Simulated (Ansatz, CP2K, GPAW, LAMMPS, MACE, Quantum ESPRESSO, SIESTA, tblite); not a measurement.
## Codes compared on liquid Al56Cu44 (at. %) at 1700 K (71 atoms)

How near do other programs and methods come to a plane-wave reference for liquid Al56Cu44 (at. %) at 1700 K (71 atoms)? A plane-wave run serves as the reference.

Calculated with Quantum ESPRESSO 7.5; Kohn-Sham DFT, PBE, SSSP efficiency 1.3.0 pseudopotentials, plane waves.

In doubt: a PseudoDojo file used here is known to give poor structures and forces (SIESTA), which bears on pressures, cells, forces and phonons.

**1. The structure**

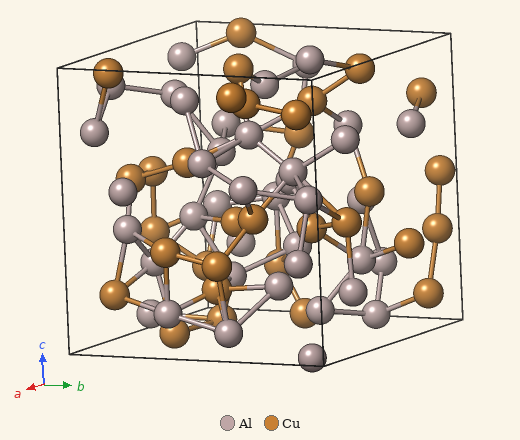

The starting structure, seen slightly off an axis (aluminium light grey, copper orange). Bonds to atoms that aren't drawn are left out. Some periodic images of atoms are drawn too.

The cell holds 71 atoms: 40 Al and 31 Cu. Cell: a = 10.683 Å, b = 10.683 Å, c = 10.683 Å, α = 90.0°, β = 90.0°, γ = 90.0°. 71 atoms (40 Al, 31 Cu) placed at random at 4.38 g/cm³, melted at 1800 K for 10 ps at fixed volume with the EAM Al-Cu potential (Cai and Ye, Phys. Rev. B 54, 8398 (1996)). Snapshot at the end of a hold of 10 ps at 1700 K and zero pressure.

**2. Plane-wave reference**

pw.in reads:

```
&control
  calculation = 'scf'
  pseudo_dir = './pseudo'
  outdir = './tmp'
  disk_io = 'none'
  tprnfor = .true.
  tstress = .true.
/
&system
  ibrav = 0
  nat = 71
  ntyp = 2
  ecutwfc = 60
  ecutrho = 480
  nosym = .true.
  occupations = 'smearing'
  smearing = 'fd'
  degauss = 0.003675
/
&electrons
  conv_thr = 3.5e-07
  electron_maxstep = 100
  mixing_beta = 0.2
  mixing_mode = 'local-TF'
  diagonalization = 'david'
/
ATOMIC_SPECIES
Al 26.982 Al.upf
Cu 63.546 Cu.upf
CELL_PARAMETERS angstrom
10.68344 0.00000 0.00000
0.00000 10.68344 0.00000
0.00000 0.00000 10.68344
ATOMIC_POSITIONS crystal
Al 0.77724 0.12607 0.40548
Al 0.98269 0.22854 0.57384
Al 0.59945 0.77379 0.99601
Al 0.42052 0.31034 0.62648
Al 0.36639 0.54642 0.52842
Al 0.47961 0.22427 0.40733
Al 0.60294 0.69079 0.60204
Al 0.85091 0.83372 0.32572
Al 0.28542 0.41764 0.84329
Al 0.21182 0.21846 0.68806
Al 0.66998 0.02528 0.88686
Al 0.79171 0.85120 0.54072
[... 55 atom lines left out ...]
Cu 0.28072 0.15920 0.19818
Cu 0.88456 0.33110 0.35061
Cu 0.60746 0.20036 0.01815
Cu 0.13816 0.25135 0.99279
K_POINTS gamma
```

Launch:

```console
$ OMP_NUM_THREADS=1 mpirun -np 4 pw.x -in pw.in > output.txt
```

Numbers of over 12 decimals in the logs are rounded to 6 here.

Output:

```text
Program PWSCF
     gamma-point specific algorithms are used
     one sub-group per band group will be used
     scalapack distributed-memory algorithm (size of sub-group:  2*  2 procs)
     Parallelization info
     sticks:   dense  smooth     PW     G-vecs:    dense   smooth      PW
     Min        3894    1947    483               365518   129185   16119
     Max        3896    1950    486               365524   129188   16126
     Sum       15581    7793   1941              1462089   516747   64493
     bravais-lattice index     =            0
     lattice parameter (alat)  =      20.1888  a.u.
     unit-cell volume          =    8228.6757 (a.u.)^3
     number of atoms/cell      =           71
     number of atomic types    =            2
[... lines left out ...]
     scf convergence threshold =      3.5E-07
[... lines left out ...]
     number of k points=     1  Fermi-Dirac smearing, width (Ry)=  0.0037
[... lines left out ...]
     total energy              =   -8185.26196487 Ry
[... lines left out ...]
     total energy              =   -8185.06323018 Ry
[... lines left out ...]
     total energy              =   -8185.09174563 Ry
[... lines left out ...]
     c_bands:  1 eigenvalues not converged
[... lines left out ...]
     total energy              =   -8185.11388144 Ry
[... lines left out ...]
     total energy              =   -8185.11388142 Ry
[... lines left out ...]
    -0.0681  -0.0033   0.0678   0.1382   0.2654   0.3536   0.5211   0.5695
     0.7359   0.8242   0.9665   1.2670   1.2905   1.5671   1.6189   1.7769
[...]
9.6962   9.7639   9.7895   9.8239   9.8979   9.9372   9.9510  10.0008
    10.0779  10.1532  10.1698  10.2059  10.3060  10.3198  10.4005  10.4063
    10.5734  10.6347  10.6771  10.7378  10.8121
     the Fermi energy is     7.0610 ev
!    total energy              =   -8185.11388148 Ry
     total all-electron energy =   -122034.097893 Ry
     estimated scf accuracy    <       0.00000001 Ry
     smearing contrib. (-TS)   =      -0.02023985 Ry
     internal energy E=F+TS    =   -8185.09364163 Ry
     The total energy is F=E-TS. E is the sum of the following terms:
     one-electron contribution =   -2376.32460363 Ry
     hartree contribution      =    1696.61070504 Ry
     xc contribution           =   -1483.47165675 Ry
     ewald contribution        =   -1849.42457375 Ry
     one-center paw contrib.   =   -4172.48351254 Ry
     convergence has been achieved in  15 iterations
     Forces acting on atoms (cartesian axes, Ry/au):
     atom    1 type  1   force =     0.07089775    0.00030751    0.04720489
     atom    2 type  1   force =    -0.02295409    0.00341108    0.00103987
     atom    3 type  1   force =     0.02032820   -0.03241947   -0.08256664
[...]
atom   70 type  2   force =     0.01946542    0.02473552    0.03450665
     atom   71 type  2   force =    -0.02632908    0.02833563    0.00799010
     Total force =     0.549596     Total SCF correction =     0.000283
     Computing stress (Cartesian axis) and pressure
          total   stress  (Ry/bohr**3)                   (kbar)     P=      -19.05
  -0.00022999  -0.00000209  -0.00010493          -33.83       -0.31      -15.44
  -0.00000209  -0.00011622   0.00009304           -0.31      -17.10       13.69
  -0.00010493   0.00009304  -0.00004223          -15.44       13.69       -6.21
     Message from routine punch:
     Nothing written, as per user request (disk_io='none')
```

It took 4.8 min on 4 MPI ranks of Arm Neoverse V2, shared host; peak memory 4.6 GiB.

Banners, paths, timers and routine set-up lines are dropped from the logs unmarked, and long logs keep their key lines alone; longer cuts are marked.

Numbers from this run:

* r.m.s. force component: 0.9682 eV/Å
* longest force: 3.515 eV/Å
* pressure: -1.905 GPa

**3. The other programs**

The programs:
- CP2K 2026.2: Gaussian basis with GTH pseudopotentials and a plane-wave density; labels give functional, basis (MOLOPT sets; SR short-range, UZH the newer set with its own potentials), grid cutoff/relative cutoff and solver (OT: orbital transformation; TRS4, TC2, SIGN: linear-scaling purification with its sparsity filter), or its built-in tight binding.
- GPAW 26.7.0: PAW with atomic orbitals (LCAO), plane waves or a real-space grid of spacing h.
- MACE: machine-learned potential, published weights.
- Quantum ESPRESSO 7.5: plane waves; labels (QE) give functional, pseudopotential set and cutoffs of waves/density.
- SIESTA 5.4.2: numerical atomic orbitals, whose automatically made sets are far from complete, with PseudoDojo norm-conserving potentials that we converted to its format (checked against plane waves on the same files for H, C, O, Si, Ge and Ca alone); labels give functional, basis size, energy shift and mesh cutoff.
- tblite 0.8.0: extended tight binding, driven from Python.

All use the same cell and atoms; the electronic-structure runs use the same k-mesh, and an electronic temperature of 580 K (0.05 eV) where levels are smeared.

Differences are against the plane-wave reference, forces as r.m.s. over components; share is that over the reference's r.m.s. force, slope the least-squares factor from reference forces to these. Total energies of different programs have different zeros and aren't compared.

```
                                                          run  Δ force, r.m.s. (meV/Å)  share (%)  slope  Δ pressure (GPa)  cores  CPU time  memory (GiB)
                                                    reference                        -          -      -                 -      4    19 min           4.6
  CP2K PBE+D3(BJ), DZVP-MOLOPT-SR, 800/50 Ry, diagonalisation                     33.1       3.42  0.999             -2.87      4    10 min           7.5
        CP2K PBE, DZVP-MOLOPT-SR, 1120/50 Ry, diagonalisation                     32.6       3.37  1.001             0.500      4    12 min           9.6
CP2K PBE, DZVP-MOLOPT-SR, 280/50 Ry, diagonalisation (coarse)                      884       91.3  1.113              2.02      2   7.4 min           1.4
         CP2K PBE, DZVP-MOLOPT-SR, 800/50 Ry, diagonalisation                     32.7       3.37  1.001             0.500      4    11 min           7.4
         CP2K PBE, DZVP-MOLOPT-SR, 800/70 Ry, diagonalisation                     32.7       3.37  1.001             0.500      4    14 min           7.4
 CP2K PBE, SZV-MOLOPT-SR, 800/50 Ry, diagonalisation (coarse)                      212       21.9  1.114              6.02      2   5.1 min           4.8
                                  GPAW PBE, LCAO dzp, h 0.2 Å                     53.2       5.49  1.037                 -      1   6.3 min           1.5
                        GPAW PBE, LCAO dzp, h 0.28 Å (coarse)                     54.0       5.58  1.038                 -      1   3.3 min          0.81
                                 GPAW PBE, plane waves 450 eV                     14.8       1.53  1.006            -0.964      2   8.3 min           1.5
                               GPAW revPBE, LCAO dzp, h 0.2 Å                     89.6       9.26  1.065                 -      1   6.3 min           1.5
                                  MACE MP-0b2 small potential                      169       17.4  0.955             -1.43      1     6.1 s          0.67
                                 MACE MP-0b3 medium potential                      158       16.3  1.014           -0.0695      1       7 s           0.9
                                  MACE MPA-0 medium potential                      126       13.0  0.963             0.730      1       7 s           0.9
            QE PBE, sssp-1.3.0-efficiency, 25/200 Ry (coarse)                     39.4       4.07  0.984             -41.7      2   6.2 min           1.3
         SIESTA PBE, DZP, shift 0.01 Ry, mesh 150 Ry (coarse)                     78.6       8.12  1.053            -0.932      2   3.6 min          0.89
                  SIESTA PBE, DZP, shift 0.01 Ry, mesh 500 Ry                     75.0       7.74  1.052             -1.07      2    17 min           2.8
         SIESTA PBE, SZP, shift 0.01 Ry, mesh 500 Ry (coarse)                      224       23.1  1.164             0.974      2    13 min           2.4
                                             tblite IPEA1-xTB                      580       59.9  0.799              21.0      1       8 s          0.15
```

Rows marked coarse were listed beforehand as settings not expected to be converged; some can still land near the reference.

Times of the machine-learned potentials are mostly Python's start and the loading of weights.

CPU time is summed over cores on a shared host, where runs went side by side, so it is rough. Symmetry, cutoffs, thresholds, outputs and thread counts weren't matched or tuned between programs; memory under MPI is the largest rank's times the ranks.

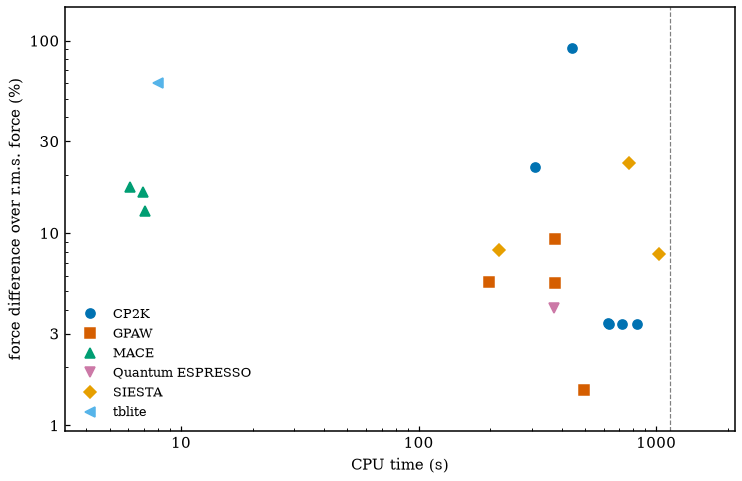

Force difference against CPU time; the dashed line marks the reference's time.

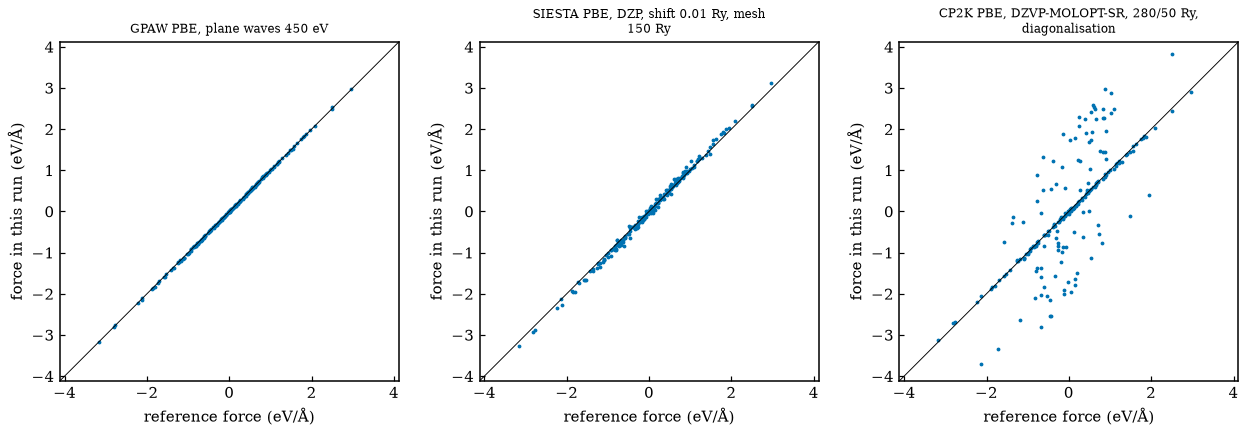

Force components against those of the reference; the line marks equality.

Runs without a result: CP2K GFN1-xTB, diagonalisation (not converged, the SCF not settling); tblite GFN2-xTB (not converged).

Mean charges by element (e), by run and scheme:

```
                                                        run     scheme     Al     Cu
CP2K PBE+D3(BJ), DZVP-MOLOPT-SR, 800/50 Ry, diagonalisation   Mulliken  +0.39  -0.51
      CP2K PBE, DZVP-MOLOPT-SR, 1120/50 Ry, diagonalisation   Mulliken  +0.39  -0.51
       CP2K PBE, DZVP-MOLOPT-SR, 800/50 Ry, diagonalisation   Mulliken  +0.39  -0.51
       CP2K PBE, DZVP-MOLOPT-SR, 800/70 Ry, diagonalisation   Mulliken  +0.39  -0.51
                SIESTA PBE, DZP, shift 0.01 Ry, mesh 500 Ry  Hirshfeld  -0.22  +0.28
                                           tblite IPEA1-xTB   Mulliken  +0.31  -0.40
```

Within one program, basis, potentials and functional, energies share a zero. Each run against its twin at the usual cutoff or grid and solver:

```
                                                  run                                        twin  Δ energy (meV/atom)  Δ force, r.m.s. (meV/Å)         CPU time over the twin's
CP2K PBE, DZVP-MOLOPT-SR, 1120/50 Ry, diagonalisation  DZVP-MOLOPT-SR, 800/50 Ry, diagonalisation               0.0051                     3.80                              1.1
 CP2K PBE, DZVP-MOLOPT-SR, 280/50 Ry, diagonalisation  DZVP-MOLOPT-SR, 800/50 Ry, diagonalisation                -29.6                      879  0.70 (this twin ran on 4 cores)
 CP2K PBE, DZVP-MOLOPT-SR, 800/70 Ry, diagonalisation  DZVP-MOLOPT-SR, 800/50 Ry, diagonalisation              -3.0e-4                    0.006                              1.3
                         GPAW PBE, LCAO dzp, h 0.28 Å                           LCAO dzp, h 0.2 Å                 15.2                     8.13                             0.52
             QE PBE, sssp-1.3.0-efficiency, 25/200 Ry            sssp-1.3.0-efficiency, 60/480 Ry                  721                     39.4  0.33 (this twin ran on 4 cores)
          SIESTA PBE, DZP, shift 0.01 Ry, mesh 150 Ry             DZP, shift 0.01 Ry, mesh 500 Ry                -6.81                     21.3                             0.21
```

**4. Outcome**

```
reference r.m.s. force component                       : 0.968 eV/Å
nearest in forces                                      : GPAW PBE, plane waves 450 eV, 1.5 %
farthest in forces                                     : CP2K PBE, DZVP-MOLOPT-SR, 280/50 Ry, diagonalisation (coarse), 91 %
cheapest electronic-structure run beside the reference : tblite IPEA1-xTB, 8 s of CPU time
```

**Reading.** PBE on plane waves or a grid with other potentials, cutoffs or grids, coarse settings apart, differs from the reference by 1.5 % (GPAW PBE, plane waves 450 eV) of the r.m.s. force; this holds the reference's own error, so differences of a few per cent don't tell which side is nearer the exact PBE result. The PBE runs in local orbitals, coarse settings apart, differ by 3.4 % (CP2K PBE, DZVP-MOLOPT-SR, 1120/50 Ry, diagonalisation) to 7.7 % (SIESTA PBE, DZP, shift 0.01 Ry, mesh 500 Ry); basis, grid and potentials can all enter. Tight binding differs by 60 % (tblite IPEA1-xTB); it is another model, with fitted parameters of its own, and the xTB methods hold dispersion. Machine-learned potentials differ by 13 % (MACE MPA-0 medium potential) to 17 % (MACE MP-0b2 small potential); they were trained on other programs' data. Rows with another functional or a dispersion term differ by 3.4 % (CP2K PBE+D3(BJ), DZVP-MOLOPT-SR, 800/50 Ry, diagonalisation) to 9.3 % (GPAW revPBE, LCAO dzp, h 0.2 Å), which mixes the change of model with differences of basis and potentials. IPEA1-xTB was fitted to ionisation energies and electron affinities, not to forces or charges. Runs with settings chosen to be coarse differ by 4.1 % (QE PBE, sssp-1.3.0-efficiency, 25/200 Ry) to 91 % (CP2K PBE, DZVP-MOLOPT-SR, 280/50 Ry, diagonalisation), their programs' other errors included. Of the electronic-structure runs that take under half the reference's CPU time, GPAW PBE, plane waves 450 eV comes nearest, at 1.5 % in 8.3 min against 19 min. SIESTA PBE, SZP, shift 0.01 Ry, mesh 500 Ry stiffens the forces by a factor of 1.16 while following their directions (correlation 0.990); the slopes of the 3 SIESTA runs lie between 1.05 and 1.16. In pressure, QE PBE, sssp-1.3.0-efficiency, 25/200 Ry misses by -41.7 GPa, at the same functional; a cutoff this low leaves a large Pulay stress. Charges hang on model, scheme and program or settings: among these rows the mean for Cu runs from -0.51 to +0.28 e, even in sign. In the reference: levels near the Fermi energy are neither full nor empty under the smearing, so no gap is quoted. Periodic xTB results under one method name differ between programs and library versions. The potentials hold different valence shells: 461 electrons in the reference, 709 in SIESTA; this bears on time and differences. The reference's pressure holds the uncorrected Pulay stress of its 60 Ry basis, so small pressure differences, and their order, may be the reference's own error. A potential file of the SIESTA runs is in doubt, which bears on their forces and pressure. The frame stands for 1700 K, but pressures are static and levels are smeared at 580 K, under the temperature of the frame, which matters where levels are partly filled. The electron count is odd in these runs, and they have no spin polarisation, so the unpaired electron is spread evenly over both spins. Machine-learned potentials mimic data converged in k, so the reference's own k-point error enters their differences. The network of bonds at the start is that of the classical potential that made the cell, and needn't be the one that DFT or experiment would give. The electronic-structure runs sample only Γ, in a cell whose shortest periodic width is 11 Å, which is coarse for a cell with partly filled levels.

[Also dropped from logs without a mark: logging warnings of Python, and SIESTA's first energy breakdown and zero terms.]

[Logs are printed without paths, hosts, clocks, repeated set-up lines and the standing remarks that a program may print on its own settings, such as how far it seeks lower states.]

[Hosts, paths, dates, database ids (printed as entryN), source tags and the programs' standing remarks are cut or masked in the printed files.]
